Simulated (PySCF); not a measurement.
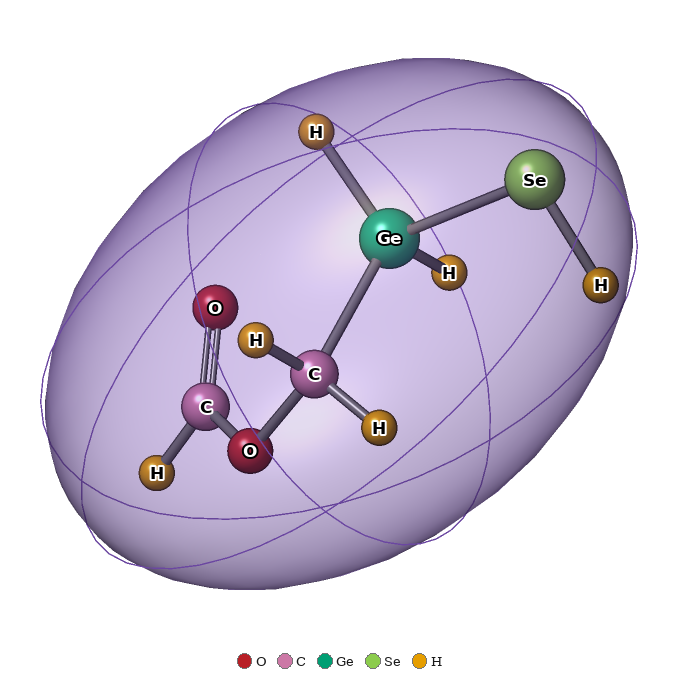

The ellipsoid shows the static dipole polarisability: its half-axes are proportional to the principal values. Computed geometry: GFN2-xTB optimisation. No frequency run is at hand to confirm it as a minimum. Method: CAM-B3LYP/def2-SVPD (PySCF 2.14.0).

### How large and how anisotropic is the polarisability?

Principal values 71.9, 84.6, 115.5 bohr³; mean 90.7 bohr³ (13.44 Å³); anisotropy 38.8 bohr³, so the longest axis is 1.61 times the shortest.

The geometry is semi-empirical. Around Ge, Se such bond lengths and angles can be off by a tenth of an ångström or more and by several degrees, and values that hang on the shape move with them.
